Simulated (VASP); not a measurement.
Band structure of InP (space group P6_3mc). These are PBEsol GGA, VASP's PBE PAW potentials (set 64) (plane waves; VASP) values and carry that method's errors.

Unless said otherwise, spin-orbit coupling is left out, though it shifts the bands of the heavy elements here.

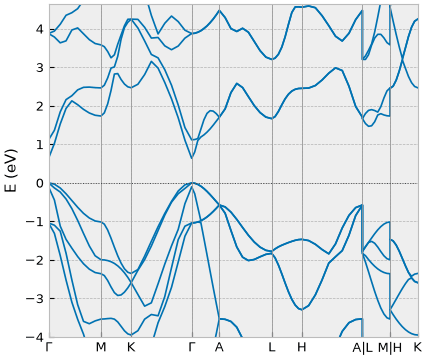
*Bands along high-symmetry lines, zero at the valence-band maximum or, without a gap, the Fermi level*

Task: Read the plot: is there a gap, and where are the band edges?

Result: The gap is direct, 0.64 eV, from the valence maximum at Γ to the conduction minimum at Γ. (Edges off the drawn lines would not show.)

The structure comes from a computed database's InP entry (P6_3mc); how it stands against other phases isn't given here. It was relaxed first.
